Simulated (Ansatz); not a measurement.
```xyz
7

Si    0.2164    0.0000   -0.0660
H     0.1863    0.0000    1.4038
H     1.6366    0.0000   -0.4909
H    -0.4465    1.2168   -0.5724
H    -0.4465   -1.2168   -0.5724
Cl   -2.8036    0.0000    1.3621
H    -1.6013    0.0000    1.9250
```

Not at a stationary point (largest force 1.2 eV/Å).

Level of theory: RKS B3LYP/def2-TZVP in Ansatz 0.2.0.

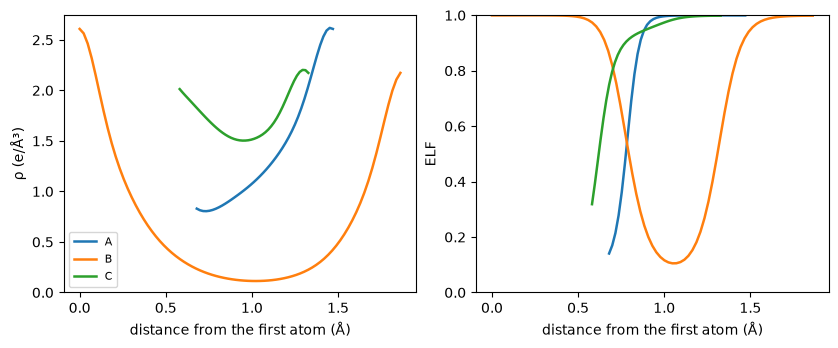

SiH₄···HCl. Total electron density and ELF along straight lines between neighbouring atoms. The curves leave out the atomic cores.

> Which curve belongs to which contact (Cl–H, H–H and Si–H)? The first atom named is at distance zero.

Curve A: Si–H (1.47 Å): ρ at the midpoint is about 0.8 e/Å³; the ELF climbs to about 1 towards the hydrogen, as it does in any bond to H. Curve B: H2···H7 (1.86 Å): the density falls to about 0.11 e/Å³ on the way; the ELF dips to about 0.10 between them. Curve C: Cl–H (1.33 Å): the density is about 1.9 e/Å³ at the midpoint; the ELF climbs to about 1 towards the hydrogen.
